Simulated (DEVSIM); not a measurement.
Structure: Schottky contact on n-type Si, at 350 K.

```
layer (left to right)  material  thickness (μm)  Nd (cm⁻³)   τn (s)   τp (s)
---------------------  --------  --------------  ---------  -------  -------
1                            Si            2.50     6.3e16  0.00022  0.00022
```

Left contact: Schottky, work function 4.63 eV, emission velocity 3.8e6 cm/s. Right contact: ohmic. Voltage is applied to the left contact. Recombination: SRH at mid-gap, Auger. Gap narrowing is on: ΔEg = 6.92 meV × (l + √(l² + 0.5)), l = ln(N/1.3e17 cm⁻³), shared equally by both band edges. Mobility is constant in doping.

The device is made up for the run: typed textbook-type constants, with dimensions and the other settings drawn at random. Values at 300 K; Nc and Nv go as T^1.5, mobilities as T to minus their exponent, the gap by Varshni's rule with the affinity fixed.

```tsv
parameter	Si
gap (eV)	1.124
affinity (eV)	4.05
permittivity	11.7
Nc (cm⁻³)	2.86e19
Nv (cm⁻³)	3.1e19
μn (cm²/Vs)	1417
μp (cm²/Vs)	470
T exponent of μn	2.3
T exponent of μp	2.2
Cn (cm⁶/s)	2.8e-31
Cp (cm⁶/s)	9.9e-32
Varshni α (eV/K)	0.000473
Varshni β (K)	636
```

Model (solved in DEVSIM): 1D drift-diffusion, Boltzmann statistics, complete ionisation; no tunnelling, impact ionisation, image-force lowering or self-heating. Metal contacts follow the ideal Schottky-Mott rule: no Fermi-level pinning, no interface dipoles.

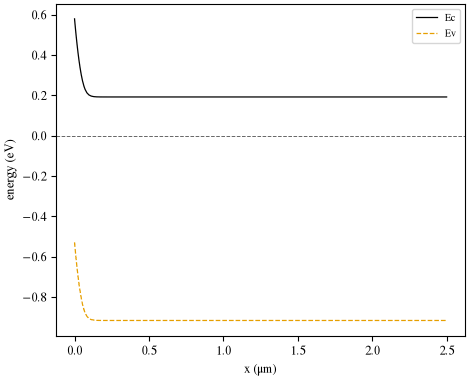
Figure: Band edges at zero bias

Energies count from the Fermi level of the right contact; mesh points crowd at the junctions.

| x (μm) | Ec (eV) | Ev (eV) | n (cm⁻³) | p (cm⁻³) | field (V/cm) |
|---|---|---|---|---|---|
| 0.000 | 0.579 | -0.530 | 1.7e11 | 9.2e11 | -83000 |
| 0.01062 | 0.496 | -0.613 | 2.6e12 | 5.8e10 | -73000 |
| 0.02387 | 0.408 | -0.701 | 4.9e13 | 3.1e9 | -60000 |
| 0.04484 | 0.303 | -0.806 | 1.6e15 | 9.7e7 | -40000 |
| 0.08318 | 0.212 | -0.897 | 3.2e16 | 4800000 | -11000 |
| 0.1299 | 0.193 | -0.916 | 6.0e16 | 2600000 | -920 |
| 0.1968 | 0.192 | -0.917 | 6.3e16 | 2400000 | -22 |
| 0.3192 | 0.192 | -0.917 | 6.3e16 | 2400000 | ≈ 0 |
| 0.4682 | 0.192 | -0.917 | 6.3e16 | 2400000 | ≈ 0 |
| 0.6541 | 0.192 | -0.917 | 6.3e16 | 2400000 | ≈ 0 |
| 0.9484 | 0.192 | -0.917 | 6.3e16 | 2400000 | ≈ 0 |
| 1.438 | 0.192 | -0.917 | 6.3e16 | 2400000 | ≈ 0 |
| 1.767 | 0.192 | -0.917 | 6.3e16 | 2400000 | ≈ 0 |
| 1.996 | 0.192 | -0.917 | 6.3e16 | 2400000 | ≈ 0 |
| 2.184 | 0.192 | -0.917 | 6.3e16 | 2400000 | ≈ 0 |
| 2.287 | 0.192 | -0.917 | 6.3e16 | 2400000 | ≈ 0 |
| 2.352 | 0.192 | -0.917 | 6.3e16 | 2400000 | ≈ 0 |
| 2.404 | 0.192 | -0.917 | 6.3e16 | 2400000 | ≈ 0 |
| 2.447 | 0.192 | -0.917 | 6.3e16 | 2400000 | ≈ 0 |
| 2.470 | 0.192 | -0.917 | 6.3e16 | 2400000 | ≈ 0 |
| 2.487 | 0.192 | -0.917 | 6.3e16 | 2400000 | ≈ 0 |
| 2.500 | 0.192 | -0.917 | 6.3e16 | 2400000 | ≈ 0 |
